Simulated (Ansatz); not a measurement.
# Calculations on CH₆BClO

**1. Relaxation**

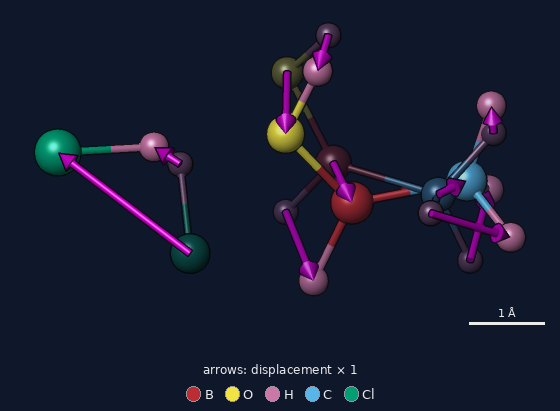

A relaxation of CH₆BClO. The starting structure is drawn faded, the final one solid; purple arrows show the displacements, at their true length. The two geometries are superimposed by the best rigid fit.

The picture is a ball-and-stick view, seen at a tilt.

The run prepares an end point of a later path (reaction) calculation, from a guessed geometry.

Computed with RKS PBE-D4/6-31G* (Ansatz 0.2.0).

Input file:
```yaml
crystal:
  periodic: [false, false, false]
  atoms:
    - { symbol: B, position_ang: [-0.085631, -0.165289, 0.081946] }
    - { symbol: O, position_ang: [-0.092132, -0.423564, 1.453391] }
    - { symbol: H, position_ang: [-1.009976, -0.546809, 1.774425] }
    - { symbol: H, position_ang: [1.02665, -0.01527, -0.363537] }
    - { symbol: C, position_ang: [-1.407376, -0.126983, -0.773174] }
    - { symbol: H, position_ang: [-2.063562, -0.993667, -0.564823] }
    - { symbol: H, position_ang: [-1.992658, 0.778462, -0.522842] }
    - { symbol: H, position_ang: [-1.213578, -0.098793, -1.857021] }
    - { symbol: Cl, position_ang: [0.17676, 2.771428, 0.932937] }
    - { symbol: H, position_ang: [0.427103, 1.705184, 1.702499] }
basis:
  gaussian: { orbitals: "6-31G*" }
hamiltonian:
  xc: pbe
  dispersion: d4
relax:
  f_tol: 0.03
  max_steps: 50
```

Launched with:
```bash
ansatz run input.yaml --threads 1 --pin off --max-ram 2048MiB --backend cpu --events-out ev --progress --plain --runs-dir out
```

**What did the optimiser do to the structure, and how much energy did it gain?**

After 23 accepted moves (25 points after the start) the energy has fallen by 5.45 kcal/mol. Largest force component: 0.64 eV/Å at the start, 0.013 eV/Å at the end. The line search rejected the trial steps at points 13, 16 of the run. The forces were under the threshold at step 21, but the run went on from there. Cl9 moves most after the best rigid fit: 2.27 Å. By element the largest moves are Cl 2.27 Å, H 1.37 Å, O 1.06 Å, B 0.75 Å, C 0.51 Å. Some distances before and after: B1–O2 1.396 → 1.378 Å, Cl9–H10 1.339 → 1.321 Å, C5–H8 1.101 → 1.106 Å, B1–C5 1.575 → 1.570 Å. Bond angles that change, for instance: B1–C5–H6 112.1° → 115.4°, B1–C5–H8 112.8° → 109.8°, B1–O2–H3 110.5° → 113.0°. Groups turn about B1–C5 by about 50°. Cost: 67 s on 1 thread of Arm Neoverse V1 (shared host), peak memory 0.15 GiB.

Limits of the set-up: the start holds two separate molecules, 2.2 Å apart at their closest, whose relative position is a soft coordinate.

**2. Relaxation**

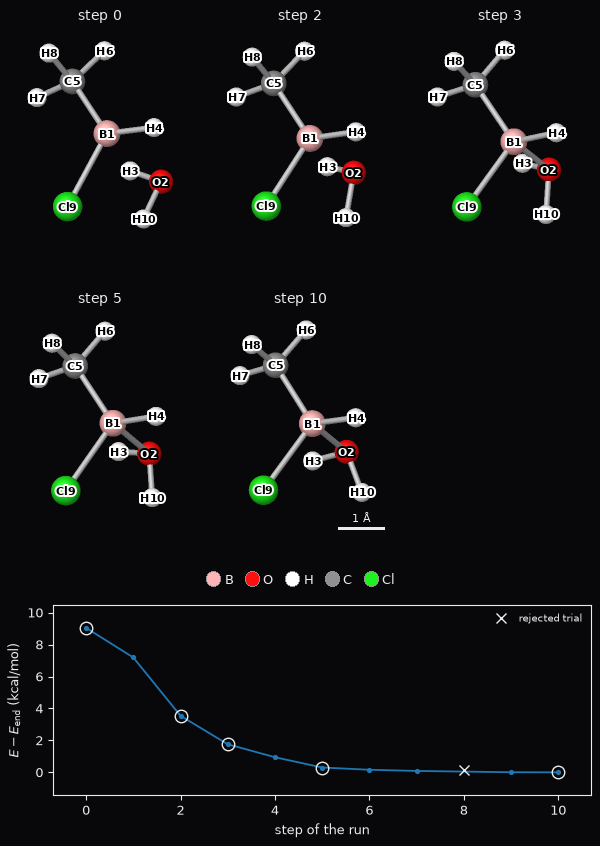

Frames of a relaxation of CH6BClO, marked on the history of the run. Style: ball-and-stick. Shown from a free direction.

The run prepares an end point of a later path (reaction) calculation, from a guessed geometry.

All numbers below come from RKS PBE-D4/6-31G* (Ansatz 0.2.0). Set-up: no spin polarisation; force threshold 0.03 eV/Å; at most 50 steps.

### Describe the path.

Over 9 accepted moves (10 points after the start) the energy falls by 9.05 kcal/mol. Largest force component: 0.6 eV/Å at the start, 0.01 eV/Å at the end. The line search rejected the trial step at point 8 of the run. H3 moves most after the best rigid fit: 0.55 Å. Largest moves by element: H 0.55 Å, O 0.52 Å, B 0.39 Å, Cl 0.16 Å, C 0.11 Å. Near-neighbour distances that change, for instance: B1–O2 2.598 → 1.710 Å, B1–Cl9 1.839 → 1.877 Å, B1–C5 1.563 → 1.588 Å, B1–H4 1.199 → 1.209 Å. New bonds form, among them: B1–O2 (2.60 → 1.71 Å). Among the angles between lasting bonds that change: H4–B1–C5 125.2° → 120.1°, C5–B1–Cl9 119.2° → 114.9°, H4–B1–Cl9 114.5° → 111.3°. The run took 34 s on 1 thread of Arm Neoverse V1, on a shared host, peak memory 0.14 GiB. From step 0 to 2: O2 moves most (0.38 Å), energy −5.51 kcal/mol. From step 2 to 3: H3 moves most (0.20 Å), energy −1.78 kcal/mol. From step 3 to 5: H3 moves most (0.15 Å), energy −1.46 kcal/mol. From step 5 to 10: H3 moves most (0.25 Å), energy −0.30 kcal/mol.

Limits of the set-up: the start holds two separate molecules, 2.6 Å apart at their closest, whose relative position is a soft coordinate.

**3. Path**

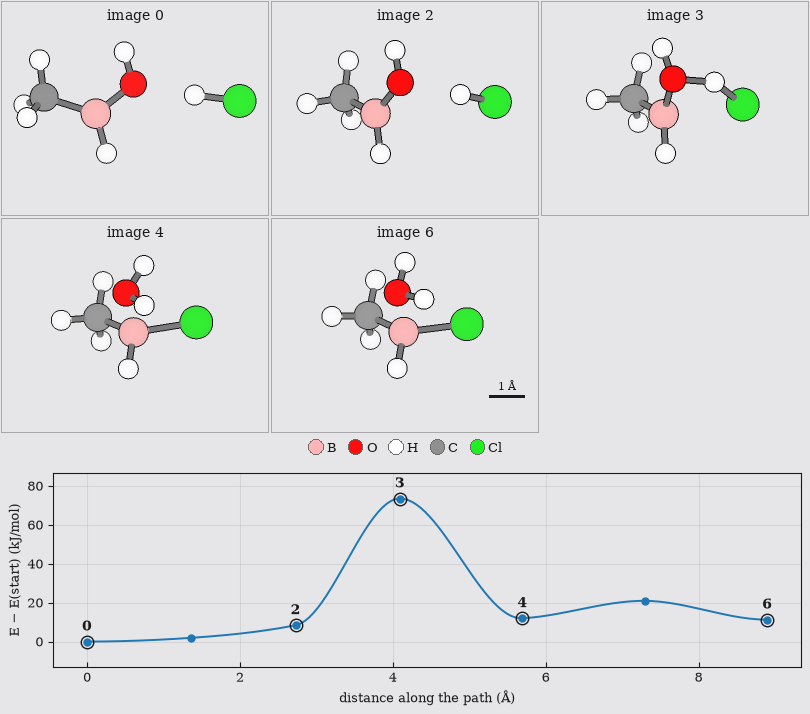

A search for the minimum-energy path of CH$_{6}$BClO by the nudged elastic band. Images are numbered from 0 (start) to 6 (end). Style: ball-and-stick. Shown at a tilt.

Method: Ansatz, RKS PBE-D4/6-31G*. Set-up: 5 movable images; climbing image; force threshold 0.05 eV/Å; iteration limit 60; starting path through a guess of the saddle point.

Read off the barrier and say what moves.

The energy climbs by 73.5 kJ/mol to image 3 and then falls by 62.3 kJ/mol, so the end point sits at +11.2 kJ/mol. The profile has 2 maxima (images 3, 5) with a dip at image 4 (+12.0 kJ/mol), so the process runs in steps. The path has more than one stage, and so few images may leave a stage unresolved. Breaking: Cl–H (1.32 → 2.71 Å). Forming: B–Cl (4.16 → 1.88 Å), H–O (1.80 → 0.99 Å). The band converged in 23 iterations. The largest component of the band force went from 29 to 0.021 eV/Å. The climbing image converged on the top of the path. Its vibrational analysis gives one imaginary mode (884i cm⁻¹), as a transition state must have.
